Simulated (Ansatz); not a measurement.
| atom | x (Å) | y (Å) | z (Å) |
| --- | --- | --- | --- |
| C | -2.5445 | 0.7155 | 1.3987 |
| C | -1.2687 | -0.1014 | 1.2150 |
| C | 0.6492 | -1.2075 | -0.6959 |
| S | -0.6034 | 0.1171 | -0.5092 |
| H | -3.3601 | 0.3567 | 0.7635 |
| H | -2.8630 | 0.6035 | 2.4402 |
| H | -2.3827 | 1.7811 | 1.2124 |
| H | -1.4160 | -1.1728 | 1.3731 |
| H | -0.4548 | 0.2520 | 1.8550 |
| H | -1.6224 | -0.4547 | -1.1921 |
| H | 0.9337 | -1.2349 | -1.7505 |
| H | 1.5110 | -0.9139 | -0.0926 |
| H | 0.2473 | -2.1679 | -0.3695 |

Geometry: B3LYP/6-31G*.

Level of theory: isolated molecule in a Gaussian basis; Kohn-Sham density functional theory, functional PBE0 in Ansatz.

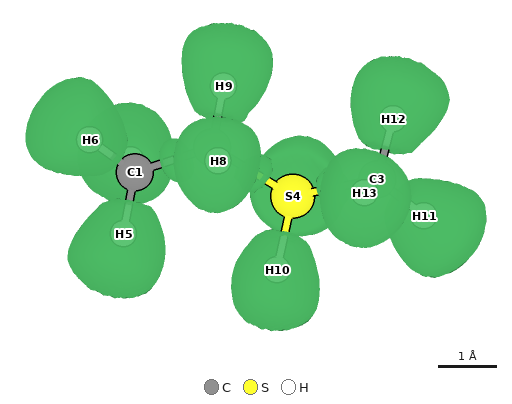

C3H9S (SMILES CC[SH+]C) (charge +1). Isosurface of the ELF at 0.85 (green), seen at a tilt. Core shells and regions of very low density are left out.

**Where are the electrons localised?**

The surface consists of one region between bonded C–C atoms (shared pairs), two regions between bonded C–S atoms (shared pairs), nine regions around hydrogen nuclei and one lobe on S, pointing away from the bonds (lone pairs).

Values along the shortest contacts:
C–C (1.53 Å): the ELF peaks at about 0.95 between the atoms: localised, covalent bonding. C–S (1.83 Å): the ELF peaks at about 0.95 between the atoms (a shared electron pair).
